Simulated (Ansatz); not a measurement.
# FHf, Hf, F: batch of points and single point

The task, for FHf, Hf, F: 6 runs in a chain (batch of points and single point).

Program: Ansatz 0.2.0. Level of theory: DFT unrestricted PBE0, Gaussian basis def2-TZVPP, and further levels as typed in the inputs. These are calculated values, not measurements.

## Step 1: Starting point

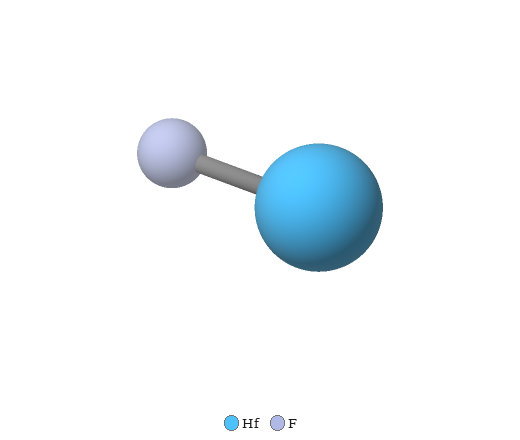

Start, viewed from a chosen angle; hafnium blue, fluorine light blue.

As a file:

```xyz
2

Hf    0.0000    0.0000    0.0000
F     0.0000    0.0000    1.8500
```

## Step 2: Batch of points: FHf

Contents of input.yaml:

```yaml
magnetization:
  spin_polarized: true
  initial_magnetization: 1
basis:
  gaussian: { orbitals: def2-TZVPP }
hamiltonian:
  xc: pbe0
batch:
  members: [s0.yaml, s1.yaml, s2.yaml, s3.yaml, s4.yaml, s5.yaml, s6.yaml, s7.yaml, s8.yaml, s9.yaml, s10.yaml]
# s1.yaml, one of 11 members:
crystal:
  periodic: [false, false, false]
  atoms:
    - { symbol: Hf, position_ang: [0.0, 0.0, 0.0] }
    - { symbol: F, position_ang: [0.0, 0.0, 1.71] }
```

Standard output, cut to the lines that bear on the results:

```text
Warning: RAYON_NUM_THREADS=6 ignored (pool sized by the plan → 6); use --threads N
[...]
Functional definition: PBE0
[...]
Member 0: Total energy: -4020.12107506 eV, -147.7367245726 hartree
Member 2: Total energy: -4020.72292446 eV, -147.7588421300 hartree
Member 1: Total energy: -4020.51661006 eV, -147.7512602155 hartree
Member 4: Total energy: -4020.91151597 eV, -147.7657727403 hartree
Member 5: Total energy: -4020.91994104 eV, -147.7660823557 hartree
Member 3: Total energy: -4020.84982894 eV, -147.7635057838 hartree
Member 6: Total energy: -4020.88514034 eV, -147.7648034536 hartree
Member 7: Total energy: -4020.79351736 eV, -147.7614363711 hartree
Member 8: Total energy: -4020.63034954 eV, -147.7554400643 hartree
Member 9: Total energy: -4020.35126730 eV, -147.7451839812 hartree
Member 10: Total energy: -4019.94547122 eV, -147.7302712503 hartree
```

Wall time 22 s (6 threads of Arm Neoverse N1, shared host); peak memory 0.7 GiB.

Energies in eV above the lowest point:

| Hf1–F2 (Å) | energy |
| --- | --- |
| 1.660 | 0.799 |
| 1.710 | 0.403 |
| 1.750 | 0.197 |
| 1.790 | 0.070 |
| 1.830 | 0.008 |
| 1.870 | 0.000 |
| 1.910 | 0.035 |
| 1.960 | 0.126 |
| 2.020 | 0.290 |
| 2.100 | 0.569 |
| 2.200 | 0.974 |

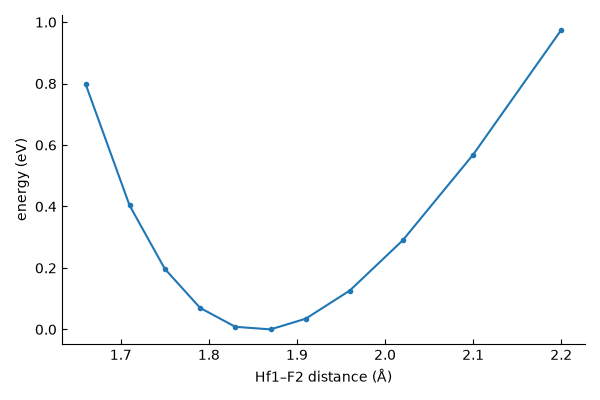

Energy against the Hf1–F2 distance.

## Step 3: Batch of points: PBE0, Gaussian basis def2-TZVPP, charge +1

input.yaml: that of step 2 with these lines changed.

```diff
@@ -1,4 +1,2 @@
-magnetization:
-  spin_polarized: true
-  initial_magnetization: 1
+total_charge: 1
 basis:
@@ -14,2 +12,2 @@
     - { symbol: Hf, position_ang: [0.0, 0.0, 0.0] }
-    - { symbol: F, position_ang: [0.0, 0.0, 1.71] }
+    - { symbol: F, position_ang: [0.0, 0.0, 1.64] }
```

Standard output, cut to the lines that bear on the results:

```text
Warning: RAYON_NUM_THREADS=6 ignored (pool sized by the plan → 6); use --threads N
[...]
[... 1 set-up line as earlier in the session ...]
[...]
Member 1: Total energy: -4012.99532969 eV, -147.4748582601 hartree
Member 5: Total energy: -4013.58909871 eV, -147.4966788691 hartree
Member 3: Total energy: -4013.47700072 eV, -147.4925593441 hartree
Member 0: Total energy: -4012.43239280 eV, -147.4541707109 hartree
Member 4: Total energy: -4013.57057354 eV, -147.4959980816 hartree
Member 2: Total energy: -4013.29180262 eV, -147.4857534393 hartree
Member 6: Total energy: -4013.54648895 eV, -147.4951129893 hartree
Member 7: Total energy: -4013.42489215 eV, -147.4906443896 hartree
Member 9: Total energy: -4012.81814759 eV, -147.4683469381 hartree
Member 8: Total energy: -4013.20292144 eV, -147.4824871164 hartree
Member 10: Total energy: -4012.25334102 eV, -147.4475906796 hartree
```

Wall time 4.6 s (6 threads of Arm Neoverse N1, shared host); peak memory 0.41 GiB.

Energies in eV above the lowest point:

| Hf1–F2 (Å) | energy |
| --- | --- |
| 1.590 | 1.157 |
| 1.640 | 0.594 |
| 1.680 | 0.297 |
| 1.720 | 0.112 |
| 1.760 | 0.019 |
| 1.800 | 0.000 |
| 1.840 | 0.043 |
| 1.890 | 0.164 |
| 1.950 | 0.386 |
| 2.030 | 0.771 |
| 2.130 | 1.336 |

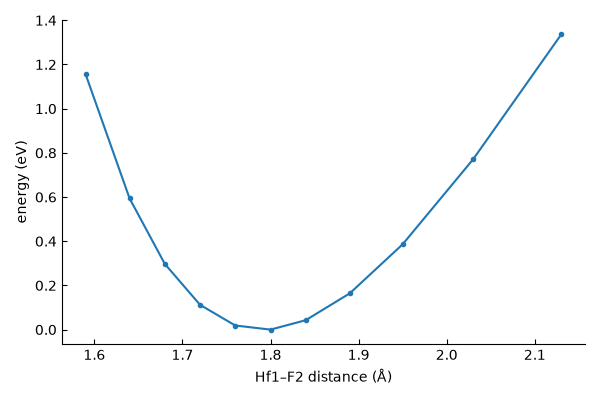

Energy against the Hf1–F2 distance.

## Step 4: Single point: Hf, unrestricted PBE0, Gaussian basis def2-TZVPP, charge +0

Contents of input.yaml:

```yaml
crystal:
  periodic: [false, false, false]
  atoms:
    - { symbol: Hf, position_ang: [0.0, 0.0, 0.0] }
magnetization:
  spin_polarized: true
  initial_magnetization: 2
basis:
  gaussian: { orbitals: def2-TZVPP }
hamiltonian:
  xc: pbe0
```

Command:

```bash
$ ansatz run input.yaml --threads 6 --pin off --max-ram 10240MiB --backend cpu --events-out ev --progress --plain --runs-dir out
```

Standard output:

```text
Warning: RAYON_NUM_THREADS=6 ignored (pool sized by the plan → 6); use --threads N
Engine: ansatz 0.2.0, aarch64-unknown-linux-gnu
[... 1 set-up line as earlier in the session ...]
  parameter a = 0.25
  parameter kappa = 0.804
  parameter beta = 0.06672455060314922
  exchange = (1 - a)*pbe_x(kappa = kappa, mu = beta*pi^2/3) + a*exact_x
  correlation = pbe_c(beta = beta)
404 factors; their error is unknown
mean field evaluation 1: about -1301.2104 eV, gradient 6.1e0 eV
mean field evaluation 2: about -1301.4956 eV, gradient 2.7e0 eV
mean field evaluation 4: about -1301.6178 eV, gradient 7.1e-1 eV
mean field evaluation 8: about -1301.8084 eV, gradient 1.2e0 eV
mean field evaluation 16: about -1301.8846 eV, gradient 1.3e-5 eV
mean field evaluation 32: about -1301.8846 eV, gradient 1.1e-5 eV
mean field -1301.88464757 eV, -47.8433783492 hartree, gradient 1.1e-5 eV, S^2 2.004308; 5 other end points of the search recorded, 0 dependent functions left out
reference -1301.88466564 eV, -47.8433790133 hartree; 7, 5 occupied and 49, 51 virtual orbitals, 404 factors
Total energy: -1301.88466564 eV, -47.8433790133 hartree
```

Run time: 1.3 s. Hardware: 6 threads of Arm Neoverse N1, shared host; peak memory 0.12 GiB.

## Step 5: Single point: charge +1

input.yaml: that of step 4 with these lines changed.

```diff
@@ -6,3 +6,4 @@
   spin_polarized: true
-  initial_magnetization: 2
+  initial_magnetization: 1
+total_charge: 1
 basis:
```

Command:

```bash
$ ansatz run input.yaml --threads 6 --pin off --max-ram 10240MiB --backend cpu --events-out ev --progress --plain --runs-dir out
```

Standard output, cut to the lines that bear on the results:

```text
Warning: RAYON_NUM_THREADS=6 ignored (pool sized by the plan → 6); use --threads N
[... 7 set-up lines as earlier in the session ...]
404 factors; their error is unknown
mean field evaluation 1: about -1294.6991 eV, gradient 4.9e0 eV
mean field evaluation 2: about -1294.8384 eV, gradient 1.3e0 eV
mean field evaluation 4: about -1294.8821 eV, gradient 3.8e-1 eV
mean field evaluation 8: about -1294.8696 eV, gradient 5.7e-2 eV
mean field evaluation 16: about -1295.1660 eV, gradient 6.1e-6 eV
mean field evaluation 32: about -1295.0710 eV, gradient 1.2e0 eV
mean field -1295.16597975 eV, -47.5964718609 hartree, gradient 5.7e-6 eV, S^2 1.376342; 7 other end points of the search recorded, 0 dependent functions left out
reference -1295.16600315 eV, -47.5964727206 hartree; 6, 5 occupied and 50, 51 virtual orbitals, 404 factors
Total energy: -1295.16600315 eV, -47.5964727206 hartree
```

It took 1.2 s on 6 threads of Arm Neoverse N1, shared host; peak memory 0.1 GiB.

## Step 6: Single point

input.yaml: that of step 5 with these lines changed.

```diff
@@ -6,3 +6,3 @@
   spin_polarized: true
-  initial_magnetization: 1
+  initial_magnetization: 3
 total_charge: 1
```

Command:

```bash
$ ansatz run input.yaml --threads 6 --pin off --max-ram 10240MiB --backend cpu --events-out ev --progress --plain --runs-dir out
```

Standard output, cut to the lines that bear on the results:

```text
Warning: RAYON_NUM_THREADS=6 ignored (pool sized by the plan → 6); use --threads N
[... 7 set-up lines as earlier in the session ...]
404 factors; their error is unknown
mean field evaluation 1: about -1294.0139 eV, gradient 1.0e1 eV
mean field evaluation 2: about -1294.4915 eV, gradient 4.6e0 eV
mean field evaluation 4: about -1294.7290 eV, gradient 1.1e0 eV
mean field evaluation 8: about -1295.0355 eV, gradient 1.9e0 eV
mean field evaluation 16: about -1295.0659 eV, gradient 1.4e-5 eV
mean field evaluation 32: about -1295.0659 eV, gradient 1.4e-5 eV
mean field -1295.06593569 eV, -47.5927953092 hartree, gradient 1.4e-5 eV, S^2 3.751384; 6 other end points of the search recorded, 0 dependent functions left out
reference -1295.06596352 eV, -47.5927963321 hartree; 7, 4 occupied and 49, 52 virtual orbitals, 404 factors
Total energy: -1295.06596352 eV, -47.5927963321 hartree
```

Run time: 0.82 s. Hardware: 6 threads of Arm Neoverse N1, shared host; peak memory 0.1 GiB.

## Step 7: Single point: F, charge +0

Contents of input.yaml:

```yaml
crystal:
  periodic: [false, false, false]
  atoms:
    - { symbol: F, position_ang: [0.0, 0.0, 0.0] }
magnetization:
  spin_polarized: true
  initial_magnetization: 1
basis:
  gaussian: { orbitals: def2-TZVPP }
hamiltonian:
  xc: pbe0
```

Command:

```bash
$ ansatz run input.yaml --threads 6 --pin off --max-ram 10240MiB --backend cpu --events-out ev --progress --plain --runs-dir out
```

Standard output, cut to the lines that bear on the results:

```text
Warning: RAYON_NUM_THREADS=6 ignored (pool sized by the plan → 6); use --threads N
[... 7 set-up lines as earlier in the session ...]
156 factors; their error is unknown
mean field evaluation 1: about -2712.2073 eV, gradient 7.1e0 eV
mean field evaluation 2: about -2712.2961 eV, gradient 2.3e0 eV
mean field evaluation 4: about -2712.3095 eV, gradient 4.9e-2 eV
mean field evaluation 8: about -2712.3268 eV, gradient 1.9e-3 eV
mean field -2712.32683015 eV, -99.6761725267 hartree, gradient 5.5e-6 eV, S^2 0.751638; 0 other end points of the search recorded, 0 dependent functions left out
reference -2712.32683637 eV, -99.6761727553 hartree; 5, 4 occupied and 26, 27 virtual orbitals, 156 factors
Total energy: -2712.32683637 eV, -99.6761727553 hartree
```

It took 0.17 s on 6 threads of Arm Neoverse N1, shared host; peak memory 0.064 GiB.

## Step 8: Summary of results

```
step  system                                         level  set  energy above the lowest (eV)  charge  2S+1 typed  ⟨S²⟩  dipole (D)    time
   4      Hf  unrestricted PBE0, Gaussian basis def2-TZVPP    A                           n/a       0           3  2.00         n/a   1.3 s
   5      Hf  unrestricted PBE0, Gaussian basis def2-TZVPP    B                         0.000       1           2  1.38         n/a   1.2 s
   6      Hf  unrestricted PBE0, Gaussian basis def2-TZVPP    B                         0.100       1           4  3.75         n/a  0.82 s
   7       F  unrestricted PBE0, Gaussian basis def2-TZVPP    C                           n/a       0           2  0.75         n/a  0.17 s
```

Energies compare only among runs of one formula, size, charge, level and basis; each such set counts from its lowest member. The letters name the sets, whose settings differ as the inputs show.

```
                                quantity   value
lowest point of the Hf1–F2 scan (step 2)  1.87 Å
lowest point of the Hf1–F2 scan (step 3)  1.80 Å
```

In step 5 ⟨S²⟩ lies far over S(S+1): such a determinant mixes spin states (near 1 for a typed singlet, half singlet and half triplet), so its energy isn't that of the typed multiplicity.
